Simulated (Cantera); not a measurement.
Charge: 1 mol Al2O3, 0.71 mol HCl, a varied amount of N2, at 1052 °C and 3.90 bar.

Cantera equilibrium calculation (NASA polynomials, part measured and part estimated; ideal gas, pure solids and liquids). Candidate condensed phases: Al, AlCl3, AlN, Al2O3, H2O, NH4Cl; 45 gas species. Kinetics and transport are ignored.

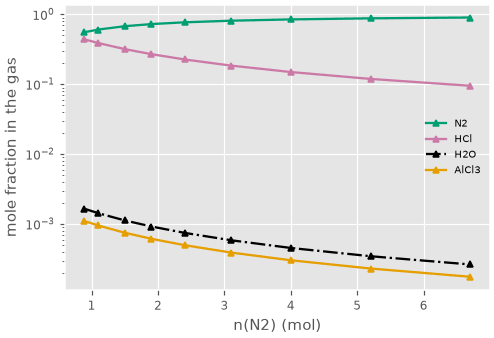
*Equilibrium gas composition (values under 1e-9 drawn at 1e-9)*

From 0.89 mol N2 to 6.7 mol N2 the condensed part is Al2O3(s). The main Al-bearing gas is AlCl3 throughout.
